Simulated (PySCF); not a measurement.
C₂H₉BN₂Si

```csv
atom,x (Å),y (Å),z (Å)
B,-1.0499,1.1401,0.2307
C,-1.3960,-0.3416,-0.2404
C,-0.3106,-1.3712,0.0959
N,0.9969,-1.0291,-0.4386
Si,1.6566,0.4735,0.0717
N,0.2844,1.5079,0.4050
H,-1.9028,1.9280,0.4205
H,-2.3401,-0.6814,0.1915
H,-1.5470,-0.3383,-1.3255
H,-0.2074,-1.4316,1.1830
H,-0.5883,-2.3655,-0.2707
H,1.0746,-1.2704,-1.4146
H,2.4663,1.0676,-0.9924
H,2.3786,0.2771,1.3346
H,0.4803,2.4430,0.7275
```

Geometry: GFN2-xTB.

All numbers below come from PySCF 2.14.0, PBE0/pcSseg-1, SCF density, gas phase, non-relativistic.

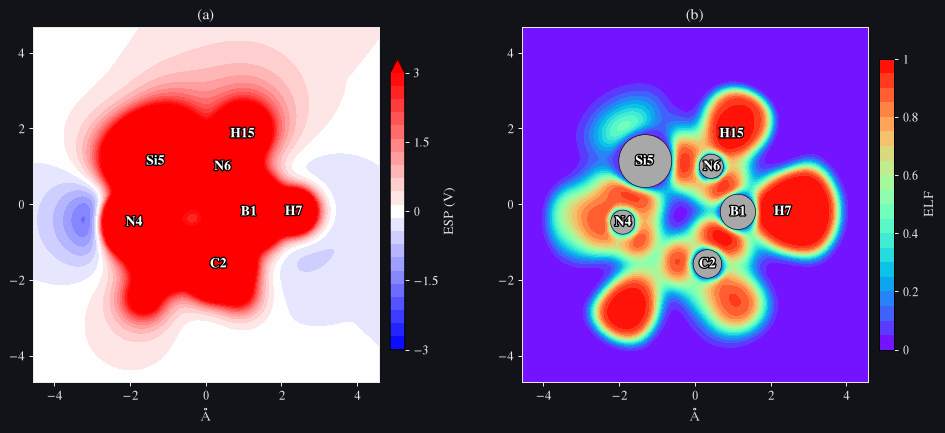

Figure 1. (a) electrostatic potential; (b) electron localisation function on the plane of atoms C2, B1 and H7. Grey discs cover the atomic cores in the ELF map.

Interpret the plot.

Answer. The section cuts through B, C, N, Si and H sites. B–N (1.39 Å): the ELF peaks at about 0.90 between the atoms: a polar covalent bond. C–B (1.59 Å): the ELF peaks at about 1 between the atoms; a shared electron pair. Si–N (1.72 Å): the ELF peaks at about 0.90 between the atoms: a shared but strongly polarised pair. N–H (1.01 Å): the ELF climbs to about 1 towards the hydrogen, as it does in any bond to H: a covalent bond by its length. The ELF also peaks beside N4, away from the bonds: lone-pair regions. Outside the dense part of the molecule the potential is most negative (−1.6 V) near N4.

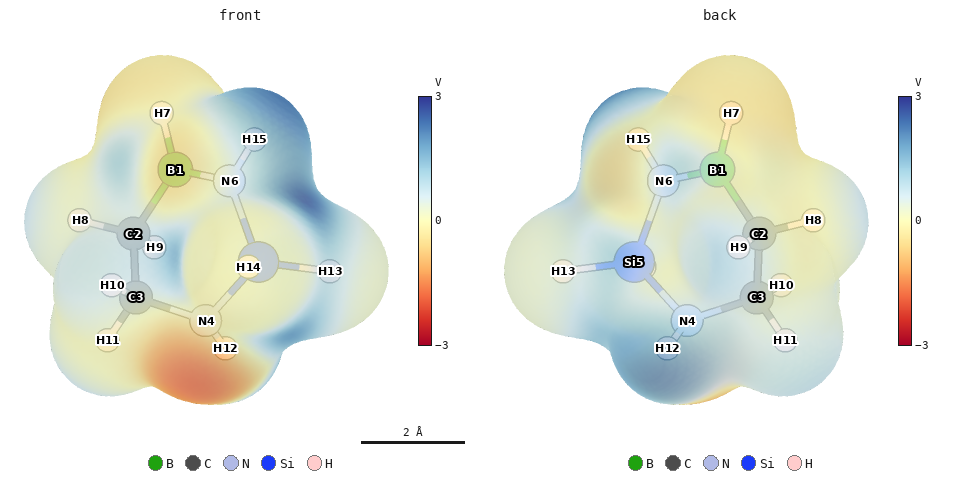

Figure 2. The electrostatic potential painted on the density surface at 0.004 e/bohr³, seen from the front and from behind; red is negative and blue positive.

Where is the surface potential most negative and most positive?

Answer. The most negative region (about −1.6 V, or −37 kcal/mol for a unit charge) lies over N4, the most positive (about +2.4 V, or +55 kcal/mol for a unit charge) over Si5. N4 is the likeliest acceptor of a hydrogen bond.
